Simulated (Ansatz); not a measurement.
The starting structures come from a database of crystals and need not be the phases stable at ambient conditions.

 Where the default PAW files enter, the runs use the earlier of Ansatz's two default sets.

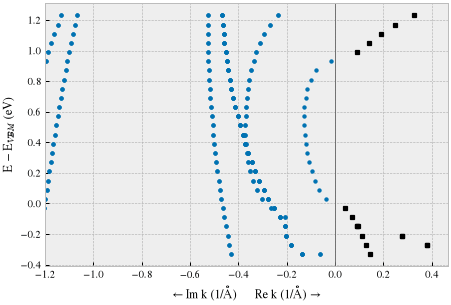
*Complex bands at the centre of the two-dimensional zone; r2SCAN in Ansatz (a first-principles code)*

No gap correction and no spin-orbit coupling; mid-gap values are interpolated between computed energies.

Question: This is WBr6 (R-3, not sure to be the ambient phase, 7 atoms a cell, 29.4 Å³ an atom) along the normal of (001). Read off the slowest decay at the centre of the two-dimensional zone at 0.45 eV, the computed energy nearest the middle of the gap.

Answer: κ ≈ 0.13 1/Å, a decay length 1/(2κ) of the density of 4.0 Å.
